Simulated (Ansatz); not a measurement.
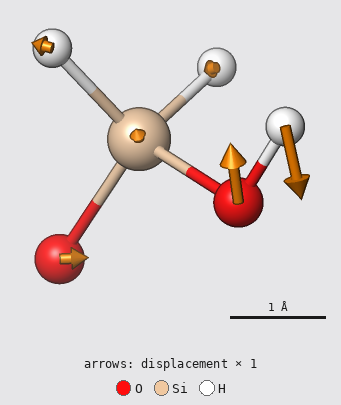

This is a relaxation of SiH$_{3}$O$_{2}$ (multiplicity 2) (coarse preliminary run). The starting structure is drawn; orange arrows show the displacements, at their true length. The two geometries are superimposed by the best rigid fit.

A ball-and-stick model, seen from a free direction.

The start comes from a force field.

The calculation used UKS PBE-D4/def2-SVP (Ansatz 0.2.0). (force threshold 0.03 eV/Å; at most 200 steps)

What happened in the run?

Answer. The largest move after the best rigid fit is that of an H atom, 0.82 Å. Largest moves by element: H 0.82 Å, O 0.70 Å, Si 0.16 Å. Among the contacts that change: H–O 1.021 → 0.974 Å, H–Si 1.490 → 1.533 Å, H–Si 1.471 → 1.500 Å, O–Si 1.675 → 1.652 Å. Bond angles that change, for instance: O–Si–H 111.8° → 94.2°, O–Si–O 107.6° → 119.6°, Si–O–H 104.9° → 116.0°. Groups turn about O–Si by about 125°. Over 22 accepted moves (26 points after the start) the energy falls by 7.15 kcal/mol. Largest force component: 1.9 eV/Å at the start, 0.0084 eV/Å at the end. The line search rejected the trial steps at points 8, 10, 16, 19 of the run. The forces were under the threshold at step 4, but the run went on from there. The run took roughly 70 core-seconds on a shared host.
